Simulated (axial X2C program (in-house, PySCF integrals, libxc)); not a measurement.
# All-electron X2C curves of WNa, part 2 of 2

Computed with an in-house X2C program for linear molecules on PySCF integrals; all-electron X2C, W dyall-cv3z, Na dyall-cv3z.

### Step 11. PBE0, 2c

State followed: Ω = 5/2 (excess of +ω over −ω: ω = 5/2). The scan is laid around 2.942 Å, a first estimate of the minimum, and this SCF restarts from the orbitals of the search.

The SCF at the reference distance of 2.942 Å:

```text
two-component X2C + atomic mean field  PBE0
basis functions 257  fitting functions 1216  grid points 5086
iter        total energy     max residual
   1     -16304.490352069     2.35e+00
   2     -16304.640795981     2.21e-03
   3     -16304.640713604     3.44e-03
   4     -16304.640966271     6.11e-04
   5     -16304.640973336     1.90e-04
   6     -16304.640973619     9.93e-05
   7     -16304.640973797     2.45e-05
   8     -16304.640973824     1.16e-05
   9     -16304.640973841     5.43e-06
  10     -16304.640973848     2.46e-06
  11     -16304.640973848     5.98e-07
converged
one-electron -22661.37956370  Coulomb 6567.29191962  exact exchange -84.36408063  xc functional -258.58131573  nuclear repulsion 146.41408895  atomic mean-field constant -14.02202236
```

Along the bond, energies from the lowest point:

```csv
R (Å),E (eV),μ (D),HOMO (eV),LUMO (eV),iterations
2.559,0.2372,3.82,-4.20,-1.54,14
2.677,0.0990,3.99,-4.15,-1.57,13
2.765,0.0397,4.11,-4.13,-1.59,13
2.854,0.0090,4.23,-4.11,-1.62,13
2.942,0.0000,4.33,-4.10,-1.64,11
3.045,0.0131,4.43,-4.09,-1.67,13
3.148,0.0425,4.50,-4.09,-1.70,13
3.280,0.0985,4.56,-4.08,-1.73,13
3.442,0.1823,4.56,-4.05,-1.76,13
3.678,0.3149,4.44,-4.01,-1.82,13
4.001,0.4851,4.06,-3.95,-1.90,13
4.413,0.6551,3.34,-3.88,-1.97,12
```

Dipoles are positive if Na is the positive end.

Outer spinors at the reference distance:

```json
{"ω": "7/2", "occupied": "yes", "ε (eV)": "-33.34", "atomic character": "100% W f", "λ mixture": "100% φ"}
{"ω": "5/2", "occupied": "yes", "ε (eV)": "-33.28", "atomic character": "100% W f", "λ mixture": "80% δ, 20% φ"}
{"ω": "3/2", "occupied": "yes", "ε (eV)": "-33.22", "atomic character": "100% W f", "λ mixture": "62% π, 38% δ"}
{"ω": "1/2", "occupied": "yes", "ε (eV)": "-33.17", "atomic character": "100% W f", "λ mixture": "52% π, 48% σ"}
{"ω": "-1/2", "occupied": "yes", "ε (eV)": "-33.11", "atomic character": "100% W f", "λ mixture": "66% σ, 34% π"}
{"ω": "-3/2", "occupied": "yes", "ε (eV)": "-33.06", "atomic character": "100% W f", "λ mixture": "78% π, 22% δ"}
{"ω": "-5/2", "occupied": "yes", "ε (eV)": "-32.99", "atomic character": "100% W f", "λ mixture": "89% δ, 11% φ"}
{"ω": "-7/2", "occupied": "yes", "ε (eV)": "-32.94", "atomic character": "100% W f", "λ mixture": "100% φ"}
{"ω": "1/2", "occupied": "yes", "ε (eV)": "-32.17", "atomic character": "100% Na p", "λ mixture": "75% π, 25% σ"}
{"ω": "-1/2", "occupied": "yes", "ε (eV)": "-32.15", "atomic character": "100% Na p", "λ mixture": "69% π, 31% σ"}
{"ω": "-3/2", "occupied": "yes", "ε (eV)": "-32.01", "atomic character": "100% Na p", "λ mixture": "100% π"}
{"ω": "3/2", "occupied": "yes", "ε (eV)": "-32.00", "atomic character": "100% Na p", "λ mixture": "100% π"}
{"ω": "1/2", "occupied": "yes", "ε (eV)": "-31.99", "atomic character": "100% Na p", "λ mixture": "75% σ, 25% π"}
{"ω": "-1/2", "occupied": "yes", "ε (eV)": "-31.99", "atomic character": "100% Na p", "λ mixture": "69% σ, 31% π"}
{"ω": "1/2", "occupied": "yes", "ε (eV)": "-5.81", "atomic character": "66% W s, 17% Na s, 13% Na p", "λ mixture": "100% σ"}
{"ω": "-3/2", "occupied": "yes", "ε (eV)": "-4.66", "atomic character": "100% W d", "λ mixture": "99% δ, 1% π"}
{"ω": "-1/2", "occupied": "yes", "ε (eV)": "-4.61", "atomic character": "96% W d", "λ mixture": "98% π, 2% σ"}
{"ω": "1/2", "occupied": "yes", "ε (eV)": "-4.50", "atomic character": "93% W d, 2% Na s, 2% W s", "λ mixture": "99% σ, 1% π"}
{"ω": "3/2", "occupied": "yes", "ε (eV)": "-4.33", "atomic character": "96% W d, 2% Na p", "λ mixture": "99% π, 1% δ"}
{"ω": "-1/2", "occupied": "yes", "ε (eV)": "-4.15", "atomic character": "48% Na s, 39% W s, 5% Na p", "λ mixture": "99% σ, 1% π"}
{"ω": "5/2", "occupied": "yes", "ε (eV)": "-4.10", "atomic character": "100% W d", "λ mixture": "100% δ"}
{"ω": "1/2", "occupied": "no", "ε (eV)": "-1.64", "atomic character": "46% Na s, 35% W p, 12% Na p", "λ mixture": "100% σ"}
{"ω": "-1/2", "occupied": "no", "ε (eV)": "-1.54", "atomic character": "44% Na p, 22% Na s, 18% W s", "λ mixture": "100% σ"}
{"ω": "-1/2", "occupied": "no", "ε (eV)": "-0.78", "atomic character": "65% W p, 32% Na p, 2% Na d", "λ mixture": "98% π, 2% σ"}
{"ω": "3/2", "occupied": "no", "ε (eV)": "-0.59", "atomic character": "58% W p, 40% Na p", "λ mixture": "100% π"}
```

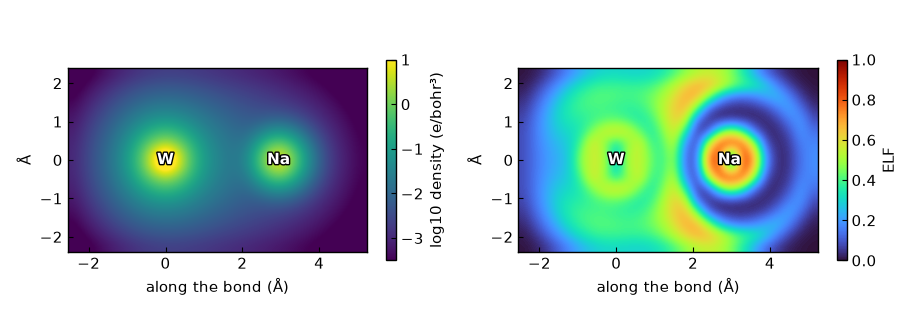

PBE0 fields in a plane through the axis, from a grid of 0.3 Å; W lies at z = 0 and Na at z = 2.942 Å; the ELF is damped to zero where the density is low.

Re = 2.936 Å, ωe = 175.6 cm⁻¹, Be = 0.0957 cm⁻¹, De = 0.918 eV, μ = 4.32 D.

### Step 12. HF, 2c

Output at 2.942 Å:

```text
two-component X2C + atomic mean field  HF
basis functions 257  fitting functions 1216  grid points 5086
iter        total energy     max residual
   1     -16299.151900009     9.91e-01
   2     -16299.197344255     2.15e-02
   3     -16299.200550272     2.63e-02
   4     -16299.204204941     3.26e-03
   5     -16299.205619359     2.67e-03
   6     -16299.206833043     1.65e-03
   7     -16299.207371215     6.40e-04
   8     -16299.207452397     2.55e-04
   9     -16299.207467998     1.27e-04
  10     -16299.207471790     7.05e-05
  11     -16299.207473133     4.11e-05
  12     -16299.207473790     2.30e-05
  13     -16299.207473904     1.07e-05
  14     -16299.207473920     6.19e-06
  15     -16299.207473925     3.06e-06
  16     -16299.207473927     1.65e-06
  17     -16299.207473928     8.13e-07
converged
one-electron -22663.22247975  Coulomb 6569.37825181  exact exchange -337.75531259  xc functional 0.00000000  nuclear repulsion 146.41408895  atomic mean-field constant -14.02202236
```

Re = 3.393 Å, ωe = 78.6 cm⁻¹, ωexe = 1.68 cm⁻¹, Be = 0.07166 cm⁻¹, De = 0.104 eV, μ = 0.50 D.

### Step 13. PBE, 2c

Output at 2.942 Å:

```text
two-component X2C + atomic mean field  PBE
basis functions 257  fitting functions 1216  grid points 5086
iter        total energy     max residual
   1     -16304.881970720     3.30e-01
   2     -16304.884705551     1.91e-02
   3     -16304.866193520     3.96e-02
   4     -16304.887867775     5.80e-03
   5     -16304.888089026     4.05e-03
   6     -16304.888539607     3.99e-04
   7     -16304.888544242     1.13e-04
   8     -16304.888544723     1.04e-04
   9     -16304.888545322     1.02e-05
  10     -16304.888545348     8.46e-06
  11     -16304.888545350     7.45e-07
converged
one-electron -22658.80029534  Coulomb 6564.62044289  exact exchange 0.00000000  xc functional -343.10075949  nuclear repulsion 146.41408895  atomic mean-field constant -14.02202236
```

Re = 2.929 Å, ωe = 179.6 cm⁻¹, Be = 0.09616 cm⁻¹, De = 1.14 eV, μ = 4.55 D.

### Step 14. BP86, 2c

Output at 2.942 Å:

```text
two-component X2C + atomic mean field  BP86
basis functions 257  fitting functions 1216  grid points 5086
iter        total energy     max residual
   1     -16307.039880061     2.45e-01
   2     -16307.044315932     1.73e-02
   3     -16307.032370978     3.51e-02
   4     -16307.046780416     4.64e-03
   5     -16307.046172365     6.79e-03
   6     -16307.047237580     2.61e-04
   7     -16307.047240689     8.92e-05
   8     -16307.047241967     3.75e-05
   9     -16307.047242129     2.13e-05
  10     -16307.047242144     1.54e-05
  11     -16307.047242156     5.39e-07
  12     -16307.047242156     4.88e-07
converged
one-electron -22659.21899526  Coulomb 6565.06103536  exact exchange 0.00000000  xc functional -345.28134885  nuclear repulsion 146.41408895  atomic mean-field constant -14.02202236
```

Re = 2.926 Å, ωe = 180.3 cm⁻¹, Be = 0.09637 cm⁻¹, De = 1.19 eV, μ = 4.92 D.

### Step 15. TPSS, 2c

The SCF at the reference distance of 2.942 Å:

```text
two-component X2C + atomic mean field  TPSS
basis functions 257  fitting functions 1216  grid points 5086
iter        total energy     max residual
   1     -16304.470760656     2.47e-01
   2     -16304.470807162     2.40e-02
   3     -16304.455792470     4.41e-02
   4     -16304.474388229     6.03e-03
   5     -16304.475356124     9.45e-04
   6     -16304.475384359     8.87e-05
   7     -16304.475384798     7.38e-05
   8     -16304.475385172     1.70e-05
   9     -16304.475385200     1.34e-05
  10     -16304.475385206     2.34e-06
  11     -16304.475385206     9.28e-07
converged
one-electron -22658.22255280  Coulomb 6564.04224070  exact exchange 0.00000000  xc functional -342.68713970  nuclear repulsion 146.41408895  atomic mean-field constant -14.02202236
```

Re = 2.959 Å, ωe = 173.7 cm⁻¹, Be = 0.09418 cm⁻¹, De = 1.17 eV, μ = 4.64 D.

### Step 16. Correlated methods, 2c

Correlated methods: 29 electrons correlated (frozen shells, counted by type: W 5 s, 4 p, 2 d; Na 1 s), 337 virtual spinors in MP2.

MP2: No constants are quoted: the reference is strongly spin-contaminated.

### Step 17. A higher determinant, 2c

State: Ω = 7/2 (excess of +ω over −ω: 2 × ω = 1/2, ω = 5/2).

Output at the reference distance:

```text
two-component X2C + atomic mean field  PBE0
basis functions 257  fitting functions 1216  grid points 5086
iter        total energy     max residual
   1     -16304.438449211     2.39e+00
   2     -16304.606388923     4.31e-03
   3     -16304.606450515     3.17e-03
   4     -16304.606619040     7.17e-04
   5     -16304.606624677     2.11e-04
   6     -16304.606625224     7.22e-05
   7     -16304.606625301     1.60e-05
   8     -16304.606625307     8.13e-06
   9     -16304.606625309     1.27e-06
converged
one-electron -22658.47775510  Coulomb 6564.45320663  exact exchange -84.38109616  xc functional -258.59304728  nuclear repulsion 146.41408895  atomic mean-field constant -14.02202236
```

```csv
R (Å),E above the lowest PBE0 point (eV)
2.559,1.365
2.677,1.175
2.765,1.072
2.854,0.994
2.942,0.935
3.045,0.887
3.148,0.854
3.280,0.829
3.442,0.816
```

No constants are quoted: the lowest point is the long end of the scan.

State: Ω = 1/2 (excess of +ω over −ω: ω = 1/2).

Output at the reference distance:

```text
two-component X2C + atomic mean field  PBE0
basis functions 257  fitting functions 1216  grid points 5086
iter        total energy     max residual
   1     -16304.414747382     2.34e+00
   2     -16304.595360593     3.38e-03
   3     -16304.595064892     4.86e-03
   4     -16304.595734726     7.22e-04
   5     -16304.595751463     2.28e-04
   6     -16304.595753095     9.54e-05
   7     -16304.595753378     5.15e-05
   8     -16304.595753571     2.34e-05
   9     -16304.595753646     2.39e-05
  10     -16304.595753681     3.71e-06
  11     -16304.595753684     1.59e-06
  12     -16304.595753685     1.07e-06
converged
one-electron -22655.44627604  Coulomb 6561.25853425  exact exchange -84.32510227  xc functional -258.47497621  nuclear repulsion 146.41408895  atomic mean-field constant -14.02202236
```

```csv
R (Å),E above the lowest PBE0 point (eV)
2.559,1.687
2.677,1.476
2.765,1.366
2.854,1.287
2.942,1.231
3.045,1.190
3.148,1.168
3.280,1.159
3.442,1.167
```

No constants are quoted: too few points lie around the minimum for a second fit to confirm the first.

### Step 18. The 2c curves together

Energy (eV) of the followed determinant, 2c, from each level's lowest point:

```csv
R (Å),PBE0,HF,MP2 (spin-contaminated),PBE,BP86,TPSS
2.559,0.237,0.512,0.210,0.236,0.233,0.264
2.677,0.099,0.321,0.085,0.097,0.095,0.116
2.765,0.040,0.218,0.032,0.038,0.036,0.051
2.854,0.009,0.142,0.006,0.008,0.007,0.014
2.942,0.000,0.088,0.000,0.000,0.000,0.000
3.045,0.013,0.045,0.012,0.015,0.016,0.008
3.148,0.043,0.019,0.037,0.047,0.049,0.034
3.280,0.099,0.003,0.083,0.108,0.110,0.086
3.442,0.182,0.000,0.148,0.199,0.202,0.169
3.678,0.315,0.012,0.244,0.346,0.351,0.307
4.001,0.485,0.038,0.358,0.543,0.549,0.495
4.413,0.655,0.066,0.460,0.749,0.757,0.696
```

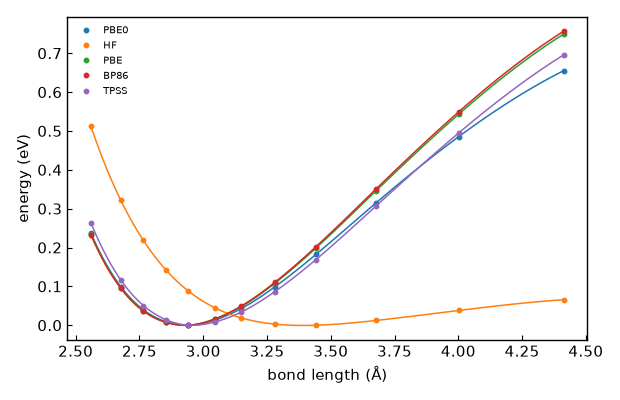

Curves of the followed state, 2c, each from its own lowest point. Left out: MP2.

Time for the job: 35 min (2 threads, shared host).

### Step 19. Constants

What follows sums up all 2 parts.

Lowest determinant that the search found at its distance, spin-free: M_S = 5/2, Λ = 0 (beyond closed shells: σα, π+α, π-α, δ+α, δ-α).

Lowest determinant that the search found at its distance, 2c: Ω = 5/2 (excess of +ω over −ω: ω = 5/2).

```csv
Hamiltonian,level,Re (Å),ωe (cm⁻¹),De (eV),μ (D)
spin-free,PBE0,2.938,175.3,0.910,4.29
spin-free,HF,3.401,77.8,0.102,0.43
spin-free,PBE,2.931,179.5,1.13,4.53
spin-free,BP86,2.928,180.1,1.18,4.90
spin-free,TPSS,2.962,173.5,1.17,4.63
2c,PBE0,2.936,175.6,0.918,4.32
2c,HF,3.393,78.6,0.104,0.50
2c,PBE,2.929,179.6,1.14,4.55
2c,BP86,2.926,180.3,1.19,4.92
2c,TPSS,2.959,173.7,1.17,4.64
```

Dipoles are positive if Na is the positive end. No constants: spin-free MP2 (the reference is strongly spin-contaminated); 2c MP2 (the reference is strongly spin-contaminated).

Time per point (s) on 2 threads, shared host (2c runs); the times are rough: PBE0 3.6, HF 2.6, PBE 1.9, BP86 2, TPSS 3.6.

What this shows: At PBE0, going from spin-free to two-component changes Re by -2 mÅ, ωe by +0.1 %, which is small (part of it comes from the scalar share of the two-electron terms). De moves by +0.01 eV; both De rest on single-determinant atoms, which can miss part of an open shell's spin–orbit lowering.

De refers to W + Na, each in the lowest determinant found, which need not be this curve's own limit. Each curve is one determinant whose occupation by symmetry is held fixed; it was picked as the lowest of a PBE0 search that is not exhaustive. De is counted from the lowest determinant-based energies of the atoms at the same level, without counterpoise correction. Density functionals use the spin component along the axis (collinear). The meta-GGAs lack a current-density term, which matters for open shells with orbital currents, atoms included. With several unpaired electrons one determinant need not be a pure state. The spin-free determinant is spin-contaminated at some levels.
